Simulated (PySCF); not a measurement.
# MP2/STO-3G run of [BSiNH5]− (SMILES BN[SiH2-])

Aim: the vertical singlet–triplet gap of [BSiNH5]− at MP2/STO-3G, from 2 runs. The job is set up through a Python script.

The results are computed with PySCF 2.14.0.

## 1. The structure to begin with

[BSiNH5]− has 8 atoms, charge -1, and is taken as a singlet. SMILES: `BN[SiH2-]`. The shape is that of a GFN2-xTB optimisation. This is one conformer, not always the lowest.

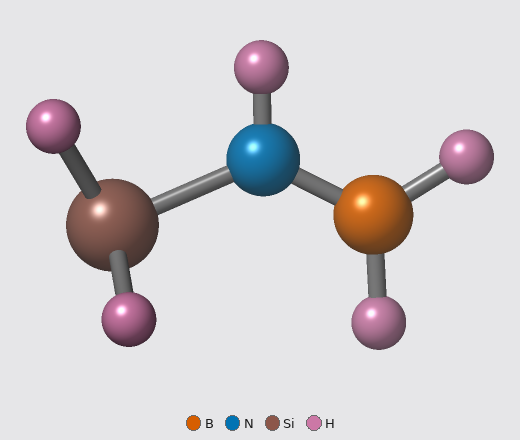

Viewed from a chosen angle; boron orange, nitrogen blue, silicon brown, hydrogen pink.

## 2. A single-point energy at MP2/STO-3G

File mol.xyz:

```xyz
8
BH5NSi
B     -0.512940     1.034250    -0.713740
N     -0.251440     0.223910     0.347480
Si     0.129150    -1.539690     0.385180
H     -0.507680     0.589930    -1.815460
H     -0.761340     2.202590    -0.564570
H     -0.288020     0.625650     1.274290
H      1.264390    -1.603920    -0.586060
H      0.927900    -1.532720     1.672890
```

File job.py:

```python
from pyscf import gto, mp

mol = gto.Mole()
mol.atom = 'mol.xyz'
mol.max_memory = 1860
mol.basis = 'sto-3g'
mol.verbose = 4
mol.spin = 0
mol.charge = -1
mol.build()

myscf = mol.RHF()
myscf.conv_tol = 1e-10
myscf.kernel()
if not myscf.converged:
    myscf = myscf.newton().run(myscf.mo_coeff, myscf.mo_occ)

pt = mp.MP2(myscf, frozen=7).run()
e_tot = pt.e_tot
print('Final energy', e_tot)
```

Started as:

```
$ OMP_NUM_THREADS=1 python job.py
```

Standard output:

```text
PySCF version 2.14.0

[... 60 lines left out ...]
converged SCF energy = -366.484281760134
[... 1 line left out ...]
******** <class 'pyscf.mp.mp2.RMP2'> ********
nocc = 9, nmo = 17
frozen orbitals 7
E(RMP2) = -366.61735283255  E_corr = -0.133071072416601
E(SCS-RMP2) = -366.628820274235  E_corr = -0.144538514101287
E_corr(same-spin) = -0.0174770455368853
E_corr(oppo-spin) = -0.115594026879716
Final energy -366.6173528325501
```

It took 0.76 s on 1 thread of Arm Neoverse V1, shared host; peak memory 0.12 GiB.

## 3. The triplet

File job.py:

```python
from pyscf import gto, mp

system = gto.Mole()
system.atom = '''
B     -0.512940     1.034250    -0.713740
N     -0.251440     0.223910     0.347480
Si     0.129150    -1.539690     0.385180
H     -0.507680     0.589930    -1.815460
H     -0.761340     2.202590    -0.564570
H     -0.288020     0.625650     1.274290
H      1.264390    -1.603920    -0.586060
H      0.927900    -1.532720     1.672890
'''
system.spin = 2
system.verbose = 4
system.basis = 'sto-3g'
system.charge = -1
system.max_memory = 1860
system.build()

myscf = system.UHF()
myscf.conv_tol = 1e-10
myscf.kernel()
if not myscf.converged:
    myscf = myscf.newton().run(myscf.mo_coeff, myscf.mo_occ)

pt = mp.MP2(myscf, frozen=7).run()
energy = pt.e_tot
print('E = %.10f Eh' % energy)
```

Started as:

```
$ OMP_NUM_THREADS=1 python job.py
```

Standard output:

```text
PySCF version 2.14.0

[... 43 lines left out ...]
WARN: HOMO 0.185246998350065 >= LUMO -0.0904153786287756
[... 70 lines left out ...]
converged SCF energy = -366.318527701441  <S^2> = 2.0283054  2S+1 = 3.0188113
[... 1 line left out ...]
******** <class 'pyscf.mp.ump2.UMP2'> ********
nocc = (np.int64(10), np.int64(8)), nmo = (17, 17)
frozen orbitals 7
E(UMP2) = -366.433845345283  E_corr = -0.115317643841862
E(SCS-UMP2) = -366.442736895795  E_corr = -0.124209194353429
E_corr(same-spin) = -0.0163522826040054
E_corr(oppo-spin) = -0.0989653612378563
E = -366.4338453453 Eh
```

Wall time 0.78 s (1 thread of Arm Neoverse V1, shared host); peak memory 0.12 GiB.

## 4. Outcome

Level: MP2/STO-3G, 7 core orbitals frozen.

| quantity | value |
| --- | --- |
| singlet: total energy | -366.61735 Eh |
| singlet: HOMO energy (Hartree–Fock orbitals) | 2.88 eV |
| singlet: LUMO energy (Hartree–Fock orbitals) | 15.35 eV |
| singlet: HOMO–LUMO gap (to an unbound level, set by the basis) | 12.47 eV |
| singlet: correlation energy (7 core orbitals frozen) | -133.1 mEh |
| triplet: total energy | -366.43385 Eh |
| triplet: HOMO energy (Hartree–Fock orbitals) (highest over α and β) | 5.65 eV |
| triplet: LUMO energy (Hartree–Fock orbitals) (lowest over α and β) | 10.26 eV |
| triplet: correlation energy (7 core orbitals frozen) | -115.3 mEh |
| triplet: ⟨S²⟩ of the reference determinant | 2.028 |
| vertical energy of the triplet above the singlet | 4.993 eV |

In words: At this shape the triplet lies 4.99 eV (482 kJ/mol) above the singlet. For an anion a state so high probably lies above electron detachment. In a minimal basis such a difference can be off by several eV, whatever the method. The HOMO (singlet) lies at positive energy, 2.88 eV: the electron is unbound at this level or held by a compact basis; values depend on the basis. The HOMO (triplet) lies at positive energy, 5.65 eV: the electron is unbound at this level or held by a compact basis; values depend on the basis.
